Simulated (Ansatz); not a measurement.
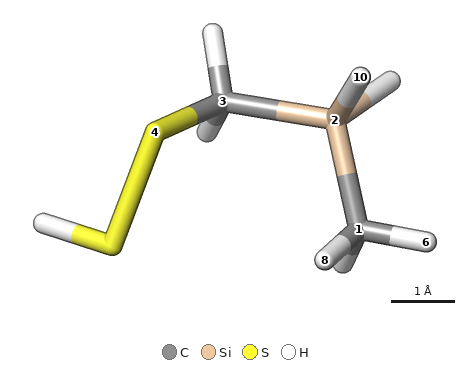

**Figure 1.** The starting structure (stick view, seen at an oblique angle; atoms are numbered from 1 in the order of the input). Bond lengths as drawn: C–H 1.06 to 1.15 Å, C–S 1.80 Å, C–Si 1.80 to 1.85 Å, H–S 1.39 Å, H–Si 1.50 to 1.51 Å and S–S 1.99 Å.

Geometry relaxation, with input and output: C₂H₈S₂Si

The run: geometry relaxation of C₂H₈S₂Si, SMILES C[SiH2]CSS. Method and program: RKS r2SCANh-D4/6-31G (Ansatz 0.2.0).

It belongs to a series of runs on one base structure; here: end point B relaxed. Figures and captions count atoms from 1; the log counts them from 0 in places.

The program's output
```
The last accepted step is kept in [file] (removed where the run ends without a failure and the disk answers)
Engine: ansatz 0.2.0, x86_64-unknown-linux-gnu
Functional definition: r2SCANh
  parameter a = 0.1
  parameter k0 = 0.174
  parameter k1 = 0.065
  parameter a1 = 4.9479
  exchange = (1 - a)*r2scan_x(k0 = k0, k1 = k1, a1 = a1) + a*exact_x
  correlation = r2scan_c
1000 factors; integrals over basis functions are off by at most 1.7e-4 eV
mean field evaluation 1: about -31737.9012 eV, gradient 5.0e1 eV
mean field evaluation 2: about -31734.6293 eV, gradient 5.8e1 eV
mean field evaluation 4: about -31743.8941 eV, gradient 2.2e0 eV
mean field evaluation 8: about -31743.8952 eV, gradient 7.9e-2 eV
mean field evaluation 16: about -31743.8952 eV, gradient 1.3e-5 eV
mean field -31743.89521700 eV, -1166.5666324398 hartree, gradient 1.3e-5 eV, S^2 0.000000; 0 other end points of the search recorded, 0 dependent functions left out
the calculation of the forces begins
reference -31743.89522593 eV, -1166.5666327678 hartree; 33, 33 occupied and 40, 40 virtual orbitals, 1000 factors
relax step   1: F+E_penalty+E_count = -31743.99222539 eV  Δ(F+E_penalty+E_count) = +0.000e0 eV  max|allowed force component| = 3.814e0 eV/Å  Δτ_max = 0.0000 Å  (26 SCF iters, accepted)
these checks for a lower state are left out or cut short: starts, cluster_reference, orbital_swaps, neighbouring_geometries, increment
1000 factors; integrals over basis functions are off by at most 1.6e-4 eV
mean field -31744.68712068 eV, -1166.5957343634 hartree, gradient 1.2e-5 eV, S^2 0.000000; 0 other end points of the search recorded, 0 dependent functions left out
[... from here on the field's lines of each further geometry are left out, up to the last ...]
relax step   2: F+E_penalty+E_count = -31744.78260407 eV  Δ(F+E_penalty+E_count) = -7.904e-1 eV  max|allowed force component| = 1.293e0 eV/Å  Δτ_max = 0.1935 Å  (26 SCF iters, accepted)
relax step   3: F+E_penalty+E_count = -31744.85978956 eV  Δ(F+E_penalty+E_count) = -7.719e-2 eV  max|allowed force component| = 7.679e-1 eV/Å  Δτ_max = 0.1583 Å  (27 SCF iters, accepted)
relax step   4: F+E_penalty+E_count = -31744.90532103 eV  Δ(F+E_penalty+E_count) = -4.553e-2 eV  max|allowed force component| = 3.190e-1 eV/Å  Δτ_max = 0.1999 Å  (27 SCF iters, accepted)
relax step   5: F+E_penalty+E_count = -31744.90340413 eV  Δ(F+E_penalty+E_count) = +1.917e-3 eV  max|allowed force component| = 2.078e-1 eV/Å  Δτ_max = 0.1199 Å  (26 SCF iters, rejected (line search))
relax step   6: F+E_penalty+E_count = -31744.91423737 eV  Δ(F+E_penalty+E_count) = -8.916e-3 eV  max|allowed force component| = 5.943e-2 eV/Å  Δτ_max = 0.0570 Å  (27 SCF iters, accepted)
relax step   7: F+E_penalty+E_count = -31744.91744428 eV  Δ(F+E_penalty+E_count) = -3.207e-3 eV  max|allowed force component| = 5.276e-2 eV/Å  Δτ_max = 0.1000 Å  (26 SCF iters, accepted)
relax step   8: F+E_penalty+E_count = -31744.91834070 eV  Δ(F+E_penalty+E_count) = -8.964e-4 eV  max|allowed force component| = 7.155e-2 eV/Å  Δτ_max = 0.0758 Å  (27 SCF iters, accepted)
relax step   9: F+E_penalty+E_count = -31744.91881256 eV  Δ(F+E_penalty+E_count) = -4.719e-4 eV  max|allowed force component| = 3.417e-2 eV/Å  Δτ_max = 0.0241 Å  (28 SCF iters, accepted)
relax step  10: F+E_penalty+E_count = -31744.91898854 eV  Δ(F+E_penalty+E_count) = -1.760e-4 eV  max|allowed force component| = 1.413e-2 eV/Å  Δτ_max = 0.0097 Å  (21 SCF iters, accepted)
the calculation of the forces begins
reference -31744.82202468 eV, -1166.6006919939 hartree; 33, 33 occupied and 40, 40 virtual orbitals, 1000 factors
relax step  11: F+E_penalty+E_count = -31744.91902083 eV  Δ(F+E_penalty+E_count) = -3.228e-5 eV  max|allowed force component| = 1.216e-2 eV/Å  Δτ_max = 0.0154 Å  (28 SCF iters, accepted)
1000 factors; integrals over basis functions are off by at most 1.6e-4 eV
mean field evaluation 96: about -31744.8220 eV, gradient 5.5e-2 eV
```

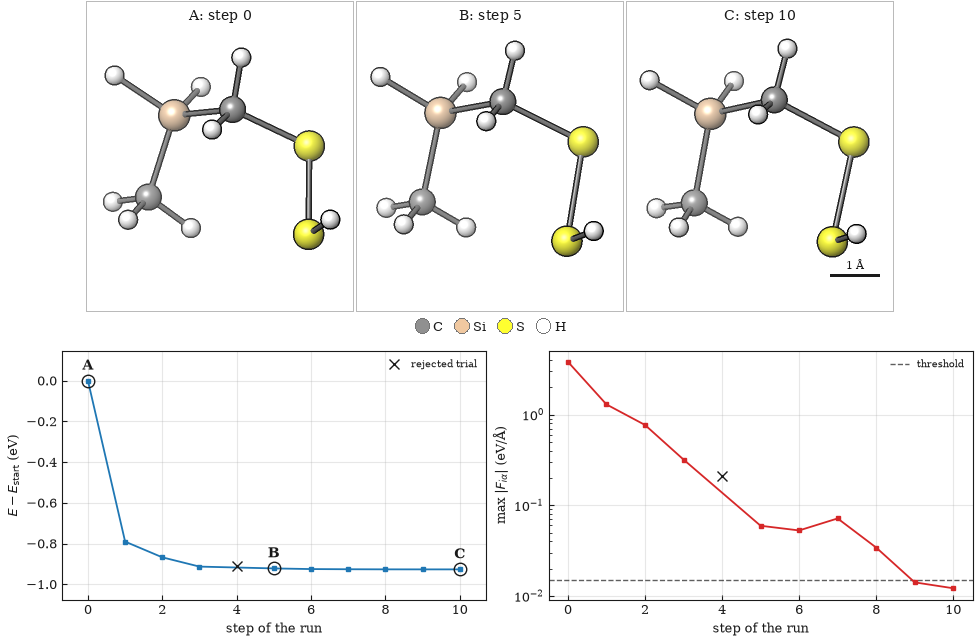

**Figure 2.** Frames of the relaxation (ball-and-stick view, seen at a tilt) above the curves, on which the letters mark them (the first geometry is step 0 here and step 1 in the log).

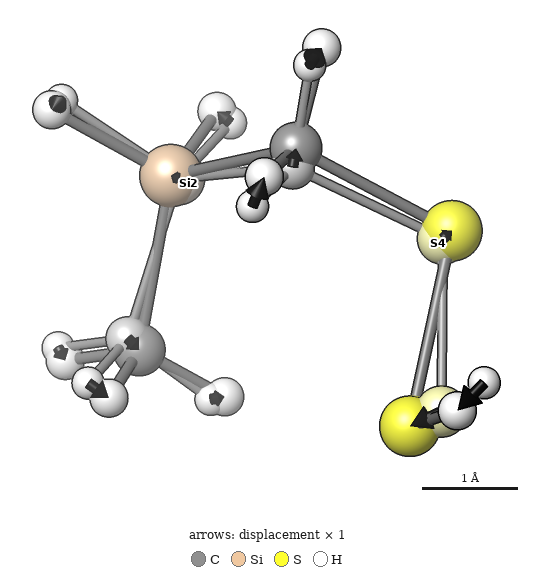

**Figure 3.** Start (faint) and end (solid) with the displacements as black arrows, at true length (ball-and-stick view, seen at a tilt). The two geometries are laid on each other by the best rigid fit. The energy falls by 0.927 eV in 10 geometry steps. Largest force component: 3.8 eV/Å at the start, 0.012 eV/Å at the end. The line search rejected the trial step at point 4 (counted from 0) and went back. H13 moves most after the best rigid fit: 0.41 Å. Largest moves by element: H 0.41 Å, S 0.37 Å, C 0.20 Å, Si 0.09 Å. Among the contacts that change: S4–S5 1.991 → 2.236 Å, C1–Si2 1.796 → 1.902 Å, C3–S4 1.804 → 1.899 Å, Si2–C3 1.850 → 1.920 Å. Among the angles that change: C3–S4–S5 107.0° → 101.0°, H6–C1–H8 102.5° → 108.3°, C3–Si2–H10 111.7° → 107.3°. (Atoms are counted from 1 in the order of the input.)

```
mean field -31744.82201564 eV, -1166.6006916616 hartree, gradient 7.9e-6 eV, S^2 0.000000; 1 other end points of the search recorded, 0 dependent functions left out
the calculation of the forces begins
reference -31744.82202468 eV, -1166.6006919939 hartree; 33, 33 occupied and 40, 40 virtual orbitals, 1000 factors
Total energy: -31744.91902987 eV, -1166.6042568686 hartree
Atom 0 at    -1.801175     0.060119     0.692307 Å, force     0.006016    -0.001580     0.001821 eV/Å
Atom 1 at     0.066317    -0.169477     0.968692 Å, force    -0.004658    -0.002209    -0.005722 eV/Å
Atom 2 at     0.953699    -0.950423    -0.543872 Å, force    -0.001871     0.010942     0.000533 eV/Å
Atom 3 at     0.681341     0.015691    -2.156174 Å, force    -0.008059     0.006008     0.009074 eV/Å
Atom 4 at    -1.313520    -0.769559    -2.793220 Å, force     0.008669     0.001020    -0.002968 eV/Å
Atom 5 at    -2.265145     0.474819     1.591738 Å, force    -0.004104     0.003401     0.005203 eV/Å
Atom 6 at    -2.284565    -0.891448     0.457853 Å, force     0.000162    -0.000828    -0.001229 eV/Å
Atom 7 at    -1.984753     0.748516    -0.136813 Å, force    -0.000954     0.002346    -0.004439 eV/Å
Atom 8 at     0.321470    -1.074977     2.146832 Å, force    -0.000238    -0.004277     0.003687 eV/Å
Atom 9 at     0.728259     1.151585     1.240602 Å, force     0.002473     0.005091     0.000502 eV/Å
Atom 10 at     2.040012    -0.922901    -0.403641 Å, force     0.012159    -0.004116     0.004053 eV/Å
Atom 11 at     0.666691    -1.989875    -0.719588 Å, force     0.000096    -0.006946    -0.003520 eV/Å
Atom 12 at    -0.842452    -1.771630    -3.615706 Å, force    -0.009691    -0.008850    -0.006996 eV/Å
Dipole moment:     0.074637    -0.398905     0.134568 e Å
```

Trajectory as extended XYZ (Å, eV, eV/Å), 11 frames, from step=1 to step=11
```
13
Properties=species:S:1:pos:R:3:forces:R:3 step=1 energy=-31743.99223
C    -1.7279   -0.0244    0.8283   -2.7160   2.8784  -0.4598
Si    0.0645   -0.1236    0.8940    1.4513   0.3853   1.8106
C     0.7566   -0.9757   -0.5945    1.9414  -0.7370   1.0651
S     0.5669   -0.0004   -2.0998    3.8141   2.8167   0.6420
S    -1.0492   -0.6881   -3.0381   -3.6032  -1.8623  -2.1664
H    -2.1720    0.4957    1.7263    0.5362  -0.6336  -0.6635
H    -2.2156   -0.9616    0.7136   -0.5084  -0.9838  -0.1305
H    -2.0559    0.6530   -0.0371    0.3723  -1.0097   0.9122
H     0.4307   -0.8699    2.1592    0.1471  -0.1551  -0.1546
H     0.6627    1.2359    1.0832    0.0958   0.0896  -0.2073
H     1.8498   -1.1733   -0.4444   -0.7268   0.2620  -0.2822
H     0.3210   -1.9405   -0.6950   -0.5588  -1.0497  -0.2756
H    -0.4655   -1.7166   -3.7667   -0.2450  -0.0007  -0.0899
13
Properties=species:S:1:pos:R:3:forces:R:3 step=2 energy=-31744.78260
C    -1.7700    0.0116    0.8209   -1.2931   0.9049  -0.1371
Si    0.0687   -0.1219    0.9767    0.6823   0.2018   0.4865
C     0.8108   -0.9512   -0.5470    0.7529  -0.7323   0.4656
S     0.6894    0.0838   -2.0725    0.0915   0.3020  -0.8342
S    -1.0950   -0.7496   -3.0895   -0.5247  -0.0815  -0.1143
H    -2.2073    0.4968    1.7111    0.1363  -0.1574  -0.2055
H    -2.2602   -0.9484    0.7003   -0.0565  -0.3319  -0.0284
H    -2.0654    0.6398   -0.0478    0.2692  -0.3310   0.3705
H     0.4727   -0.9337    2.1900   -0.0531   0.0525  -0.0945
H     0.6877    1.2433    1.0894    0.0171  -0.0178   0.0562
H     1.8862   -1.1481   -0.4083   -0.1841   0.0803  -0.0196
H     0.3552   -1.9262   -0.7146   -0.1356  -0.1063  -0.1617
H    -0.6067   -1.7857   -3.8795    0.2977   0.2165   0.2164
13
Properties=species:S:1:pos:R:3:forces:R:3 step=3 energy=-31744.85979
C    -1.8018    0.0296    0.8201   -0.3570  -0.0409  -0.0400
Si    0.0748   -0.1182    0.9774    0.2594   0.0156   0.0427
C     0.8383   -0.9783   -0.5551   -0.1345  -0.3647   0.1940
S     0.6785    0.0535   -2.1205   -0.1214   0.2809  -0.2459
S    -1.2107   -0.7392   -3.0713    0.7679  -0.4869  -0.1508
H    -2.2309    0.5241    1.6959    0.0259   0.0193   0.0264
H    -2.2843   -0.9486    0.7189    0.0992   0.0070   0.0186
H    -2.0716    0.6187   -0.0610    0.0548   0.0331  -0.0239
H     0.4737   -0.9370    2.1820   -0.0612   0.0279  -0.0056
H     0.7088    1.2412    1.0960   -0.0125  -0.0437   0.0225
H     1.9104   -1.1586   -0.4295    0.0419   0.0884  -0.0239
H     0.3762   -1.9571   -0.7354    0.0164   0.0954  -0.0180
H    -0.4953   -1.7196   -3.7885   -0.5787   0.3683   0.2039
13
Properties=species:S:1:pos:R:3:forces:R:3 step=4 energy=-31744.90532
C    -1.7935    0.0326    0.7393    0.1857  -0.0223   0.0140
Si    0.0925   -0.1420    0.9909   -0.3190   0.0400  -0.0908
C     0.8855   -0.9740   -0.5370    0.1873   0.0479  -0.0904
S     0.6528    0.0955   -2.1044   -0.0388  -0.1679   0.0691
S    -1.2496   -0.7692   -2.8941   -0.0043  -0.0161  -0.0674
H    -2.2478    0.5101    1.6103   -0.0551   0.0013   0.0236
H    -2.2548   -0.9479    0.5900   -0.0168   0.0344   0.0068
H    -1.9987    0.6495   -0.1405   -0.0073  -0.0167   0.0177
H     0.3945   -0.9813    2.1987    0.0343  -0.0543   0.0786
H     0.7228    1.2051    1.1605    0.0762   0.0564   0.0367
H     1.9726   -1.0737   -0.4380   -0.0501  -0.0173   0.0251
H     0.4694   -1.9670   -0.7352    0.0373   0.0732  -0.0439
H    -0.6796   -1.7272   -3.7116   -0.0294   0.0416   0.0208
13
Properties=species:S:1:pos:R:3:forces:R:3 step=5 energy=-31744.90340 accepted=F
C    -1.7901    0.0363    0.7278   -0.0136  -0.0041  -0.0132
Si    0.0830   -0.1408    1.0005   -0.0102   0.1256  -0.0942
C     0.9261   -0.9458   -0.5251   -0.1624  -0.2060  -0.1233
S     0.6885    0.0005   -2.1614    0.1182   0.2078   0.1195
S    -1.2851   -0.7684   -2.8708   -0.0019  -0.0551   0.0078
H    -2.2735    0.4931    1.5963    0.0258  -0.0060  -0.0042
H    -2.2491   -0.9399    0.5481   -0.0058   0.0112  -0.0003
H    -1.9819    0.6675   -0.1440   -0.0270   0.0113  -0.0038
H     0.3652   -1.0046    2.2038    0.0332  -0.0159  -0.0376
H     0.7245    1.2017    1.2146   -0.0048  -0.0127   0.0263
H     2.0106   -1.0218   -0.3979    0.0162   0.0544  -0.0381
H     0.5419   -1.9502   -0.7166    0.0507  -0.1167   0.1185
H    -0.7939   -1.7172   -3.7462   -0.0185   0.0062   0.0426
13
Properties=species:S:1:pos:R:3:forces:R:3 step=6 energy=-31744.91424
C    -1.7974    0.0382    0.7352    0.0404  -0.0005  -0.0178
Si    0.0809   -0.1398    0.9854   -0.0358   0.0113  -0.0071
C     0.9097   -0.9653   -0.5341   -0.0285  -0.0282  -0.0594
S     0.6746    0.0489   -2.1289    0.0146   0.0053   0.0135
S    -1.2657   -0.7677   -2.8813    0.0139  -0.0225  -0.0144
H    -2.2614    0.5017    1.6101    0.0018  -0.0015   0.0057
H    -2.2612   -0.9382    0.5701   -0.0051   0.0098   0.0001
H    -2.0029    0.6657   -0.1364   -0.0158   0.0009   0.0026
H     0.3824   -0.9959    2.1877    0.0016  -0.0192   0.0186
H     0.7267    1.2008    1.1873    0.0086   0.0053   0.0015
H     1.9956   -1.0437   -0.4160   -0.0067   0.0197   0.0120
H     0.5198   -1.9687   -0.7268    0.0316  -0.0007   0.0199
H    -0.7348   -1.7255   -3.7234   -0.0206   0.0205   0.0247
13
Properties=species:S:1:pos:R:3:forces:R:3 step=7 energy=-31744.91744
C    -1.8001    0.0474    0.7131   -0.0504   0.0135   0.0239
Si    0.0713   -0.1554    0.9736    0.0083  -0.0018  -0.0002
C     0.9303   -0.9586   -0.5422    0.0315  -0.0332   0.0152
S     0.6865    0.0341   -2.1446    0.0118  -0.0103   0.0014
S    -1.2873   -0.7468   -2.8481    0.0335  -0.0528  -0.0191
H    -2.2596    0.4866    1.6042    0.0009  -0.0096  -0.0242
H    -2.2770   -0.9165    0.5154    0.0145   0.0049   0.0087
H    -2.0033    0.7046   -0.1370    0.0156   0.0063   0.0072
H     0.3521   -1.0363    2.1668   -0.0083   0.0116  -0.0192
H     0.7293    1.1769    1.2071   -0.0141  -0.0267  -0.0025
H     2.0169   -0.9810   -0.3996   -0.0036   0.0233  -0.0320
H     0.6028   -1.9853   -0.7280   -0.0112   0.0227   0.0057
H    -0.7958   -1.7593   -3.6517   -0.0284   0.0520   0.0350
13
Properties=species:S:1:pos:R:3:forces:R:3 step=8 energy=-31744.91834
C    -1.8022    0.0527    0.6913   -0.0372   0.0107  -0.0034
Si    0.0662   -0.1661    0.9670    0.0313   0.0049   0.0239
C     0.9551   -0.9538   -0.5417    0.0565  -0.0461  -0.0144
S     0.6964    0.0174   -2.1554    0.0052  -0.0157   0.0212
S    -1.3068   -0.7434   -2.7940    0.0040  -0.0378  -0.0336
H    -2.2677    0.4768    1.5870    0.0140  -0.0111  -0.0302
H    -2.2807   -0.9055    0.4700    0.0095   0.0236   0.0070
H    -1.9924    0.7282   -0.1483    0.0079  -0.0152   0.0319
H     0.3248   -1.0611    2.1555   -0.0039   0.0150  -0.0326
H     0.7282    1.1598    1.2270   -0.0200  -0.0264  -0.0046
H     2.0432   -0.9380   -0.3939   -0.0715   0.0116  -0.0213
H     0.6612   -1.9917   -0.7252    0.0059   0.0439   0.0248
H    -0.8591   -1.7647   -3.6104   -0.0017   0.0426   0.0312
13
Properties=species:S:1:pos:R:3:forces:R:3 step=9 energy=-31744.91881
C    -1.8027    0.0547    0.6981   -0.0147  -0.0021  -0.0108
Si    0.0668   -0.1647    0.9678    0.0141   0.0008   0.0155
C     0.9504   -0.9550   -0.5421    0.0232  -0.0159  -0.0129
S     0.6917    0.0180   -2.1541    0.0001  -0.0053   0.0111
S    -1.3037   -0.7528   -2.8054    0.0136  -0.0342  -0.0266
H    -2.2657    0.4786    1.5943    0.0078  -0.0035  -0.0100
H    -2.2820   -0.9029    0.4780    0.0026   0.0105   0.0029
H    -1.9943    0.7304   -0.1402    0.0039  -0.0043   0.0121
H     0.3293   -1.0598    2.1539   -0.0022   0.0069  -0.0124
H     0.7267    1.1615    1.2252   -0.0059  -0.0119  -0.0015
H     2.0379   -0.9424   -0.3990   -0.0313   0.0057  -0.0038
H     0.6516   -1.9912   -0.7228    0.0028   0.0203   0.0103
H    -0.8397   -1.7640   -3.6247   -0.0140   0.0328   0.0260
13
Properties=species:S:1:pos:R:3:forces:R:3 step=10 energy=-31744.91899
C    -1.8019    0.0571    0.6962    0.0036  -0.0042  -0.0043
Si    0.0669   -0.1664    0.9691   -0.0037  -0.0031  -0.0011
C     0.9516   -0.9533   -0.5418    0.0027   0.0023  -0.0094
S     0.6863    0.0164   -2.1539   -0.0024  -0.0023   0.0007
S    -1.3074   -0.7604   -2.8040    0.0051  -0.0141  -0.0059
H    -2.2650    0.4768    1.5939   -0.0022   0.0020   0.0026
H    -2.2830   -0.8979    0.4699    0.0005   0.0031   0.0001
H    -1.9901    0.7386   -0.1378    0.0021  -0.0001   0.0010
H     0.3268   -1.0660    2.1511   -0.0013   0.0004   0.0010
H     0.7273    1.1575    1.2316    0.0010   0.0010   0.0019
H     2.0384   -0.9333   -0.4007   -0.0041  -0.0018   0.0009
H     0.6580   -1.9910   -0.7191    0.0013   0.0032   0.0009
H    -0.8419   -1.7677   -3.6254   -0.0025   0.0136   0.0116
13
Properties=species:S:1:pos:R:3:forces:R:3 step=11 energy=-31744.91902
C    -1.8012    0.0601    0.6923    0.0060  -0.0016   0.0018
Si    0.0663   -0.1695    0.9687   -0.0047  -0.0022  -0.0057
C     0.9537   -0.9504   -0.5439   -0.0019   0.0109   0.0005
S     0.6813    0.0157   -2.1562   -0.0081   0.0060   0.0091
S    -1.3135   -0.7696   -2.7932    0.0087   0.0010  -0.0030
H    -2.2651    0.4748    1.5917   -0.0041   0.0034   0.0052
H    -2.2846   -0.8914    0.4579    0.0002  -0.0008  -0.0012
H    -1.9848    0.7485   -0.1368   -0.0010   0.0023  -0.0044
H     0.3215   -1.0750    2.1468   -0.0002  -0.0043   0.0037
H     0.7283    1.1516    1.2406    0.0025   0.0051   0.0005
H     2.0400   -0.9229   -0.4036    0.0122  -0.0041   0.0041
H     0.6667   -1.9899   -0.7196    0.0001  -0.0069  -0.0035
H    -0.8425   -1.7716   -3.6157   -0.0097  -0.0089  -0.0070
```

This output came from the following input.

Input file
```yaml
crystal:
  periodic: [false, false, false]
  atoms:
    - { symbol: C, position_ang: [-1.7279, -0.0244, 0.8283] }
    - { symbol: Si, position_ang: [0.0645, -0.1236, 0.894] }
    - { symbol: C, position_ang: [0.7566, -0.9757, -0.5945] }
    - { symbol: S, position_ang: [0.5669, -0.0004, -2.0998] }
    - { symbol: S, position_ang: [-1.04916, -0.68814, -3.03813] }
    - { symbol: H, position_ang: [-2.172, 0.4957, 1.7263] }
    - { symbol: H, position_ang: [-2.2156, -0.9616, 0.7136] }
    - { symbol: H, position_ang: [-2.0559, 0.653, -0.0371] }
    - { symbol: H, position_ang: [0.4307, -0.8699, 2.1592] }
    - { symbol: H, position_ang: [0.6627, 1.2359, 1.0832] }
    - { symbol: H, position_ang: [1.8498, -1.1733, -0.4444] }
    - { symbol: H, position_ang: [0.321, -1.9405, -0.695] }
    - { symbol: H, position_ang: [-0.46546, -1.71662, -3.76666] }
basis:
  gaussian: { orbitals: "6-31G" }
hamiltonian:
  xc: r2scanh
  dispersion: d4
relax:
  f_tol: 0.015
  max_steps: 40
```

Command:
```bash
ansatz run input.yaml --threads 1 --pin off --max-ram 2048MiB --backend cpu --events-out ev --progress --plain --runs-dir out
```

Summary

| quantity | value |
| --- | --- |
| outcome | converged |
| total energy | −31744.9190 eV |
| mean-field energy | −31744.8220 eV |
| largest force (length of the vector) at the end | 0.015 eV/Å |
| hardware | 1 thread of Intel Xeon @ 2.50GHz (Skylake/Cascade Lake), 189 GiB of memory available, shared host |
| wall time | 3.3 min |
| peak memory | 0.22 GiB |
